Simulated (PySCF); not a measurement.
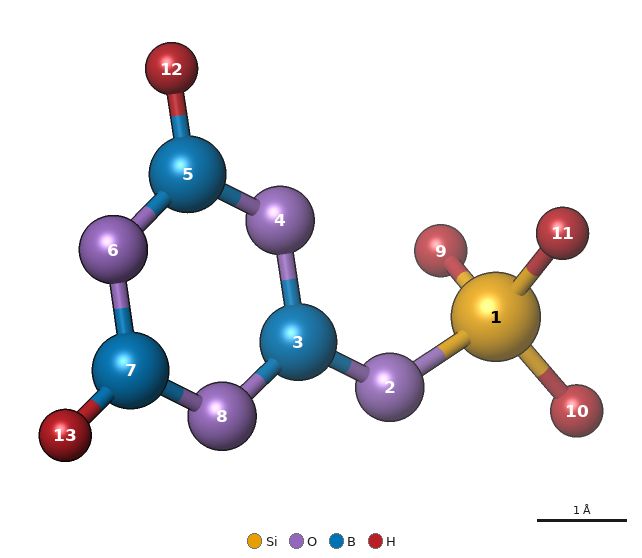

Orthographic view. Depth is shown by fading: the farther an atom, the more it takes the colour of the background. The computed structure is the end point of a PBE0-D3(BJ)/def2-SVP optimisation. No frequency run is at hand to confirm it as a minimum.

Write a Z-matrix (Å, degrees) in the order of the atom numbers, with these reference atoms: 2 to 1; 3 to 2, 1; 4 to 3, 2, 1; 5 to 4, 3, 2; 6 to 5, 4, 3; 7 to 6, 5, 4; 8 to 7, 6, 5; 9 to 1, 2, 3; 10 to 1, 9, 2; 11 to 1, 10, 9; 12 to 5, 4, 3; 13 to 7, 8, 3.

```
Si 
O    1   1.683
B    2   1.344   1   129.6
O    3   1.384   2   120.5   1     0.9
B    4   1.368   3   120.5   2  -179.5
O    5   1.370   4   119.4   3     0.5
B    6   1.374   5   120.8   4    -0.4
O    7   1.365   6   119.7   5    -0.5
H    1   1.490   2   109.9   3   -63.1
H    1   1.486   9   110.3   2   116.9
H    1   1.490  10   110.1   9  -121.8
H    5   1.202   4   120.3   3  -179.5
H    7   1.202   8   120.3   3  -178.7
```
